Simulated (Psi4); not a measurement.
# Two attempts at AlH5S (Al(H2S)H3)

Wanted: a single-point energy of AlH5S (Al(H2S)H3), CASSCF(2,3)/DZVP (nat orbs yes).

The results are computed with Psi4 1.11.

2 further runs of the same task are left out: 2 set aside as unsound or not needed.

## (1) Starting point

AlH5S: 7 atoms, total charge 0, spin state singlet. SMILES: `[H][Al]([H])([H])<-[SH2]`. Geometry: a GFN2-xTB relaxation, a rough one for these elements and not checked as a minimum.

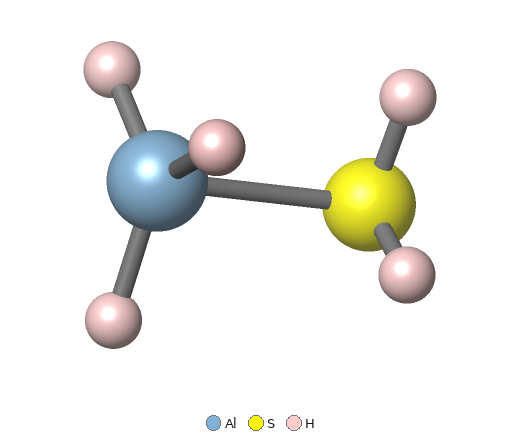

The structure, seen from a chosen angle (aluminium light blue, sulfur yellow, hydrogen pink).

## (2) The input as first written

run.py

```python
import psi4

psi4.set_memory('1600 MB')
psi4.set_num_threads(1)
psi4.set_output_file('psi4.out', False)

geom = psi4.geometry("""
1 1
Al     0.129800    -0.221970    -1.011590
S      0.151830    -0.251940     1.458910
H      0.512600     1.030130     1.485280
H     -1.145480     0.049310     1.476400
H      1.682150    -0.187190    -1.188640
H     -0.666140     1.139260    -1.046260
H     -0.664760    -1.557600    -1.174090
symmetry c1
no_reorient
no_com
""")

options = {'basis': 'DZVP', 'scf_type': 'pk', 'restricted_docc': [16], 'mcscf_type': 'conv', 'mcscf_algorithm': 'ts', 'mcscf_maxiter': 40, 'active': [3], 'nat_orbs': True, 'mcscf_r_convergence': 0.0001, 'mcscf_e_convergence': 1e-06}
psi4.set_options(options)

E, wfn = psi4.energy("casscf", molecule=geom, return_wfn=True)
print(f'casscf energy: {E:.10f} Eh')
```

Run with:

```console
$ python run.py
```

psi4.out:

```text
-----------------------------------------------------------------------
                               Psi4 1.11 release

    h
    h
    h

    -----------------------------------------------------------------------

    Memory:     1.5 GiB
    Threads:    1
                ecpint, einsums, f̶o̶r̶t̶e̶, gauxc, gcp, g̶d̶m̶a̶, geometric, g̶p̶u̶_̶d̶f̶c̶c̶,
                i̶n̶t̶e̶g̶r̶a̶t̶o̶r̶x̶x̶, i̶p̶i̶, libefp, m̶d̶i̶, m̶p̶2̶d̶, m̶r̶c̶c̶, ooo,
                o̶p̶e̶n̶f̶e̶r̶m̶i̶o̶n̶p̶s̶i̶4̶, pcmsolver, p̶s̶i̶4̶f̶o̶c̶k̶c̶i̶, p̶s̶i̶x̶a̶s̶,
                p̶y̶e̶i̶n̶s̶u̶m̶s̶, r̶e̶s̶p̶, s̶i̶m̶i̶n̶t̶, s̶n̶s̶m̶p̶2̶,
                v̶2̶r̶d̶m̶_̶c̶a̶s̶s̶c̶f̶
```

The script printed:

```text
Traceback (most recent call last):
  File "run.py", line 7, in <module>
    geom = psi4.geometry("""
qcelemental.exceptions.ValidationError: Inconsistent or unspecified chg/mult: sys chg: None, frag chg: [1.0], sys mult: None, frag mult: [1]
```

It took 1.5 s on 1 thread of AMD EPYC 7B13 (Zen 3), shared host; peak memory 0.13 GiB.

## (3) What went wrong

The program refused the input.

The log says `qcelemental.exceptions.ValidationError: Inconsistent or unspecified chg/mult: sys chg: None, frag chg: [1.0], sys mult: None, frag mult: [1]`. The fault: charge and multiplicity as typed don't fit the electron count or the species meant. To mend it: charge 0 in place of 1. That is the species meant; for the charge typed, the multiplicity would have to change.

## (4) The mended input

calc.py

```python
import psi4

psi4.set_memory(1600000000)
psi4.set_num_threads(1)
psi4.set_output_file('psi4.out', False)

mol = psi4.geometry("""
Al     0.129800    -0.221970    -1.011590
S      0.151830    -0.251940     1.458910
H      0.512600     1.030130     1.485280
H     -1.145480     0.049310     1.476400
H      1.682150    -0.187190    -1.188640
H     -0.666140     1.139260    -1.046260
H     -0.664760    -1.557600    -1.174090
symmetry c1
no_reorient
no_com
""")

options = {'basis': 'DZVP', 'scf_type': 'pk', 'restricted_docc': [16], 'mcscf_type': 'conv', 'mcscf_algorithm': 'ts', 'mcscf_maxiter': 40, 'active': [3], 'nat_orbs': True, 'mcscf_r_convergence': 0.0001, 'mcscf_e_convergence': 1e-06}
psi4.set_options(options)

energy_value = psi4.energy("casscf")
print(f'casscf energy: {energy_value:.10f} Eh')
for k, v in sorted(psi4.core.scalar_variables().items()):
    print(f'{k:45s} {v:18.10f}')
```

Run with:

```console
$ python calc.py
```

psi4.out:

```text
[...]
  Running in c1 symmetry.
[...]
  Nuclear repulsion =   85.549490768182579
[...]
  Multiplicity = 1
[...]
  Nalpha       = 17
  Nbeta        = 17
[...]
    Number of basis functions: 46
[...]
   @RHF iter   1:  -642.16684031529235   -4.79885e-01   4.20105e-03 ADIIS/DIIS
[...]
   @RHF iter  10:  -642.20874695240673   -2.27374e-12   5.44299e-09 DIIS
[...]
    Orbital Energies [Eh]
    ---------------------
    Doubly Occupied:
       1A    -92.026178     2A    -58.453696     3A     -9.020938
       4A     -6.713515     5A     -6.712392     6A     -6.710328
       7A     -4.862075     8A     -3.186300     9A     -3.183666
      10A     -3.183566    11A     -1.053978    12A     -0.651900
      13A     -0.587020    14A     -0.552855    15A     -0.440524
      16A     -0.410102    17A     -0.405833
[...]
      Warning! Maxstep = 1.06, scaling to 0.50
   @MCSCF  2:   -642.209857056921   -1.0719e-03  3.17e-04  1.15e-15    5    1  TS
[...]
   @MCSCF Final Energy: -642.223157698211708
[...]
    Warning: Norm of correction (root 0) is < 1.0E-13
   @CI  1:     0   -642.223157698212   0.0000E+00   5.7967E-14 c
   ==> Energetics <==
    SCF energy =         -642.208746952406727
    Total MCSCF energy = -642.223157698211708
[...]
 Multipole Moments:
 ------------------------------------------------------------------------------------
     Multipole            Electronic (a.u.)      Nuclear  (a.u.)        Total (a.u.)
 ------------------------------------------------------------------------------------
 L = 1.  Multiply by 2.5417464519 to convert [e a0] to [Debye]
 Dipole X            :         -7.5163348            7.2471942           -0.2691407
 Dipole Y            :         12.6382182          -12.1750141            0.4632041
 Dipole Z            :        -17.2246004           18.4145874            1.1899870
 Magnitude           :                                                    1.3050149
[...]
```

On the terminal:

```text
casscf energy: -642.2231576982 Eh
CI CORRELATION ENERGY                              -0.0144107458
CI ROOT 0 CORRELATION ENERGY                       -0.0144107458
CI ROOT 0 TOTAL ENERGY                           -642.2231576982
CI TOTAL ENERGY                                  -642.2231576982
CURRENT CORRELATION ENERGY                         -0.0144107458
CURRENT ENERGY                                   -642.2231576982
CURRENT REFERENCE ENERGY                         -642.2087469524
DD SOLVATION ENERGY                                 0.0000000000
DETCI AVG DVEC NORM                                 0.0000000000
FCI CORRELATION ENERGY                             -0.0144107458
FCI TOTAL ENERGY                                 -642.2231576982
HF KINETIC ENERGY                                 640.1239950904
HF POTENTIAL ENERGY                             -1282.3327420428
HF TOTAL ENERGY                                  -642.2087469524
HF VIRIAL RATIO                                     2.0032567938
MCSCF TOTAL ENERGY                               -642.2231576982
NUCLEAR REPULSION ENERGY                           85.5494907682
ONE-ELECTRON ENERGY                             -1059.2067458693
PCM POLARIZATION ENERGY                             0.0000000000
PE ENERGY                                           0.0000000000
SCF ITERATION ENERGY                             -642.2087469524
SCF ITERATIONS                                     10.0000000000
SCF TOTAL ENERGY                                 -642.2087469524
TWO-ELECTRON ENERGY                               331.4485081487
```

Wall time 4.8 s (1 thread of AMD EPYC 7B13 (Zen 3), shared host); peak memory 0.22 GiB.

## (5) Outcome

Level: CASSCF(2,3)/DZVP (nat orbs yes).

| quantity | value |
| --- | --- |
| total energy | -642.22316 Eh |
| dipole moment (correlated density) | 3.32 D |
